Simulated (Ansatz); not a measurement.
Strength of the C–Si bond: C2H5O2Si → SiH(OH)2 + C2H2

Species: C2H5O2Si `[H]/[C]=C\[SiH](O)O`, doublet; SiH(OH)2, doublet; C2H2 (acetylene) `C#C`, singlet. 

Shapes, held fixed at every level: PBE0-D4/def2-TZVP. Flexible molecules stand in one conformer, not always the lowest. Programs: Ansatz 0.2.0. Electronic energies: no zero-point or thermal term.

```json
{"level": "HF/def2-TZVPP", "kind": "Hartree–Fock", "ΔE (kJ/mol)": "+147.8", "CPU time (sum over the molecules)": "–"}
{"level": "PBE-D4/def2-TZVPP", "kind": "GGA", "ΔE (kJ/mol)": "+142.5", "CPU time (sum over the molecules)": "27 s"}
{"level": "r2SCAN-D4/def2-TZVPP", "kind": "meta-GGA", "ΔE (kJ/mol)": "+155.6", "CPU time (sum over the molecules)": "45 s"}
{"level": "B3LYP-D4/def2-TZVPP", "kind": "global hybrid", "ΔE (kJ/mol)": "+139.6", "CPU time (sum over the molecules)": "38 s"}
{"level": "PBE0-D4/def2-TZVPP", "kind": "global hybrid", "ΔE (kJ/mol)": "+156.1", "CPU time (sum over the molecules)": "32 s"}
{"level": "wB97M-V/def2-TZVPP", "kind": "range-separated hybrid", "ΔE (kJ/mol)": "+146.1", "CPU time (sum over the molecules)": "83 s"}
{"level": "B2PLYP/def2-TZVPP", "kind": "double hybrid", "ΔE (kJ/mol)": "+126.8", "CPU time (sum over the molecules)": "47 s"}
```

B2PLYP/def2-TZVPP gives ΔE = +126.8 kJ/mol; the levels span +126.8 to +156.1. A fragment pairs its electrons up again, so this isn't a typical strength of such a bond. The median of the levels is +146.1. No measured value is set beside it here. Spin contamination: C2H5O2Si (⟨S²⟩ up to 0.92). Open shells run unrestricted unless RO is named. Times are processor times on shared x86 and Arm servers, and rough.

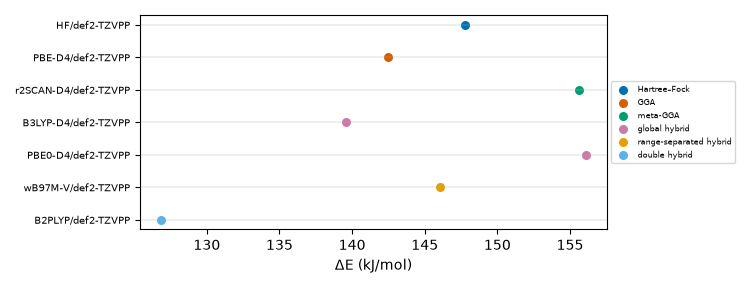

The values of the table, level by level.
